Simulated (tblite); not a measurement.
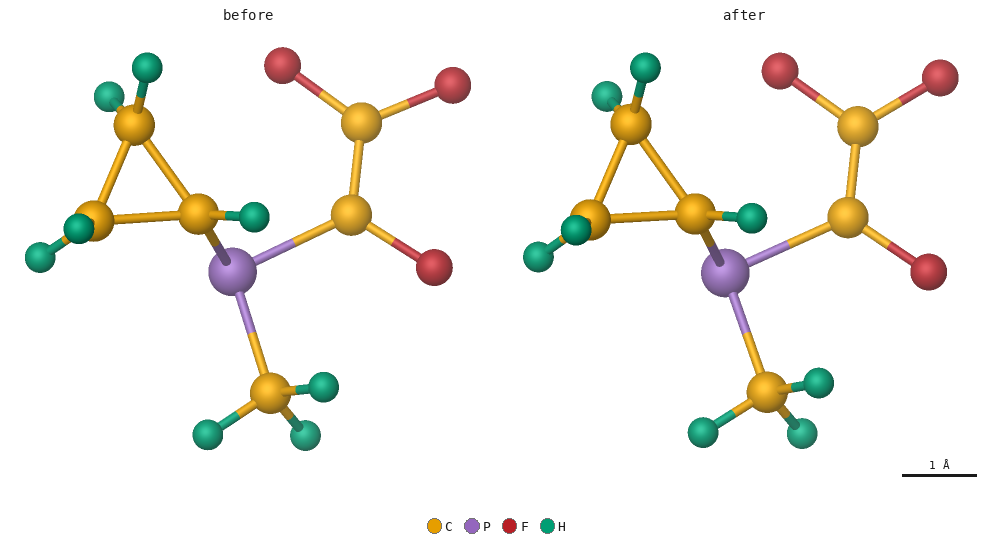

The structure of C6H8F3P before (left) and after (right) a relaxation, at one scale.

The picture is a ball-and-stick view, seen at a tilt.

Level of theory: GFN2-xTB geometry optimisation, gas phase (tblite). 

### Describe what moved and what it gained.

An F atom moves most after the best rigid fit: 0.15 Å. Largest moves by element: F 0.15 Å, C 0.06 Å, P 0.06 Å, H 0.06 Å. Some distances before and after: C–F 1.359 → 1.325 Å, C–P 1.819 → 1.847 Å, C–H 1.094 → 1.079 Å, C–C 1.341 → 1.326 Å. Bond angles that change, for instance: C–C–F 119.6° → 127.9°, F–C–F 119.0° → 110.8°, C–P–C 100.7° → 96.9°. Over 37 geometry steps the energy falls by 0.194 eV.
